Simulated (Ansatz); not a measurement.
**Sr2SiS4 (P2_1/m): a many-body input that goes wrong, and its mend**

Aim: the G0W0 gap of Sr2SiS4 (P2_1/m). The first input has a fault.

Calculated with Ansatz 0.2.0; G0W0 on r2SCAN, plane waves, PAW.

## Step 1: Starting point

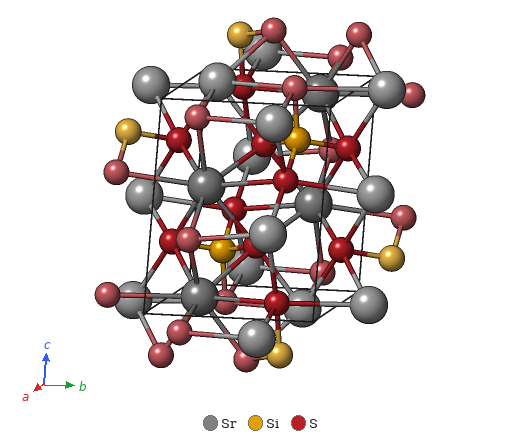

The starting structure, seen slightly off an axis (strontium grey, silicon orange, sulfur red). Some periodic images of atoms are drawn too.

The cell and positions are those that the Materials Project relaxed with its own functionals (PBE, PBE+U or r2SCAN), kept fixed. The default PAW set here is soft_2. Its files were made with PBE.

## Step 2: First try

Input file input.yaml:

```yaml
crystal:
  lattice:
    - [6.6087392105, 0.0, 0.0]
    - [0.0, 6.65954238, 0.0]
    - [-2.5827482587, 0.0, 7.848229828]
  atoms:
    - { symbol: Sr, position: [0.2836712, 0.75, 0.95180912] }
    - { symbol: Sr, position: [0.7163288, 0.25, 0.04819088] }
    - { symbol: Sr, position: [0.2248299, 0.75, 0.42926377] }
    - { symbol: Sr, position: [0.7751701, 0.25, 0.57073623] }
    - { symbol: Si, position: [0.72130103, 0.75, 0.7968462] }
    - { symbol: Si, position: [0.27869897, 0.25, 0.2031538] }
    - { symbol: S, position: [0.88645343, 0.75, 0.06157594] }
    - { symbol: S, position: [0.11354657, 0.25, 0.93842406] }
    - { symbol: S, position: [0.91690048, 0.75, 0.63566798] }
    - { symbol: S, position: [0.08309952, 0.25, 0.36433202] }
    - { symbol: S, position: [0.51038414, 0.50196672, 0.7372482] }
    - { symbol: S, position: [0.48961586, 0.00196672, 0.2627518] }
    - { symbol: S, position: [0.48961586, 0.49803328, 0.2627518] }
    - { symbol: S, position: [0.51038414, 0.99803328, 0.7372482] }
kpoints:
  mp_grid: { grid: [2, 2, 2] }
hamiltonian:
  xc: r2scan
scf:
  occupations: { method: fixed }
gw:
  n_empty_bands: 4
  ecut_chi: 60
  qp_bands: [v1, c9]
  qp_kpoints: band_edges
  screening: { model: contour_deformation }
```

Launch:

```console
ansatz run input.yaml --threads 24 --pin off --max-ram 82944MiB --backend cuda --events-out ev --progress --plain --runs-dir out --devices 1 --max-vram 78GiB
```

Numbers of over 12 decimals in the logs are rounded to 6 here.

Output:

```text
Error: invalid value for `gw.qp_bands`: [v1, c9] must end among the 52 bands that are solved (gw.n_empty_bands), of which c4 is the highest
```

It took 0.1 s on 24 threads of Arm Neoverse V2, shared host; peak memory 0.053 GiB.

**What went wrong?**

The input was rejected at the start.

The program's message: “Error: invalid value for `gw.qp_bands`: [v1, c9] must end among the 52 bands that are solved (gw.n_empty_bands), of which c4 is the highest”

The fault: window above the summed bands. Levels can be corrected only among the bands that are solved.

## Step 3: A better input

Now the one-shot GW correction: screening in the RPA, then the self-energy of the levels asked for.

Edit input.yaml of step 2 so:

```diff
@@ -27,5 +27,5 @@
 gw:
-  n_empty_bands: 4
-  ecut_chi: 60
-  qp_bands: [v1, c9]
+  n_empty_bands: 148
+  ecut_chi: 33
+  qp_bands: [v4, c4]
   qp_kpoints: band_edges
```

Output:

```text
GPUs: using 1 of 1 available (devices: 1).
[...]
Crystal: 14 atoms, lattice volume = 345.410 Å³
Basis set: ecut = 500 eV, 8735 PW (Γ), exchange–correlation on 200×200×256 points (64 copies of the dense FFT grid, shifted against one another)
Bands: 62, of which v1, the nominal top of the filled ones, is band 48 counted from 1 (47 counted from 0)
Symmetry: 4 space group operations
[...]
k-points: 8
[...]
SCF iter   1: F=—  HF=-22770.275643 eV  |F-HF|=—  |Δ(HF+E_count)|=         —  Δρ=4.35e-3  dr2=6.68e-2  dr2_τ=1.34e-1  ethr=1.77e-3  ⟨swp⟩=6.8  Hψ=2001  notcnv=0  defer=81
[...]
SCF iter   7: F=-22770.525308 eV  HF=-22770.525308 eV  |F-HF|=2.20e-9  |Δ(HF+E_count)|=   4.90e-8  Δρ=2.20e-6  dr2=3.19e-8  dr2_τ=1.85e-9  ethr=1.04e-10  ⟨swp⟩=20.2  Hψ=3353  notcnv=0
SCF 1 converged in 7 iterations: F = -22770.525308 eV  dr2 = 3.19e-8
[...]
NSCF: frozen V_eff on 8 k-points
[...]
SCF converged after 7 iterations
[...]
0    52      9.7756    -6.4634    -3.3415   -10.8665  0.8242    10.8493    10.8372  root
     1    45      4.6741   -17.4297     2.6656   -14.5125  0.7938     4.4218     4.4226  root
     1    46      4.8412   -17.5012     2.6828   -14.5852  0.7936     4.6074     4.6080  root
     1    47      5.0339   -18.2404     2.7013   -15.3842  0.7974     4.8788     4.8792  root
     1    48      5.1877   -18.3350     2.6975   -15.5056  0.7963     5.0557     5.0559  root
     1    49      9.3451    -7.0316    -3.2876   -11.4533  0.8239    10.4926    10.4792  root
     1    50      9.5909    -7.8245    -3.3748   -12.4711  0.8203    10.8805    10.8627  root
     1    51      9.6499    -6.3444    -3.3605   -10.7689  0.8250    10.7259    10.7139  root
[...]
7    49      9.9845    -6.7122    -3.3934   -11.2370  0.8217    11.1303    11.1157  root
     7    50      9.9845    -6.7122    -3.3934   -11.2370  0.8217    11.1303    11.1157  root
     7    51     10.0826    -6.2416    -3.4197   -10.7838  0.8220    11.2197    11.2051  root
     7    52     10.0826    -6.2416    -3.4197   -10.7838  0.8220    11.2197    11.2051  root
```

Wall time 4.1 s (1 × NVIDIA GB200 (shared by 2 runs) with 24 threads); peak memory 1.9 GiB; 16 s of CPU time.

This step gave:

* bands summed: 196
* RPA ε∞ on this mesh (eigenvalues): 4.008, 4.062, 4.345
* plane waves in the screening matrix: 143
* q-points in the mesh: 8
* G0W0 gap on the mesh: 4.494 eV
* k of the valence top: 0, 0, 0
* k of the conduction bottom: -0.5, 0, 0
* starting gap on the mesh: 3.399 eV
* Z at the valence top: 0.7947
* Z at the conduction bottom: 0.8292
* least direct G0W0 gap on the computed points: 4.678 eV

The gap on the mesh goes from 3.40 eV to 4.49 eV, a correction of +1.09 eV. Between the two edge states, bare exchange in place of the xc potential would open the gap by 7.02 eV, and correlation takes back 5.93 eV.

## Step 4: Outcome

| Quantity | Value |
| --- | --- |
| first try | refused after 0.1 s |
| better run | G0W0 gap on the mesh 4.49 eV (2×2×2 mesh, 148 empty bands, screening to 33 eV) |

**Reading.** The second run differs in: empty bands, screening cutoff (eV) and levels asked. Bands and cutoff are finite, so the gap is not at the basis limit. The miss can reach some tenths of an eV and take either sign; the mesh is an error of its own. Mesh or cutoff lie under what a gap needs, so these runs test behaviour and cost; their gaps are not to be quoted. The 2×2×2 mesh is coarse for this cell (its supercell is 13 Å along the shortest edge). The RPA ε∞ on it, from the r2SCAN start, is 4.01, 4.06 and 4.35; such meshes misread the long-range screening, most where the gap is narrow. The many-body steps are scalar-relativistic: spin-orbit coupling is not in them.

[Paths, hosts, dates, memory and timing lines, banners, echoed tables and standing remarks are left out of the program output.]

[Logs are printed without paths, hosts, clocks, repeated set-up lines and the standing remarks that a program may print on its own settings, such as how far it seeks lower states.]

[Runs of the session that timed out or met a known fault of the program may be left out.]

[Cells called generated may have been cut or substituted from an entry of the Crystallography Open Database or the Materials Project.]

[Hosts, paths, dates, database ids (printed as entryN), source tags and the programs' standing remarks are cut or masked in the printed files.]
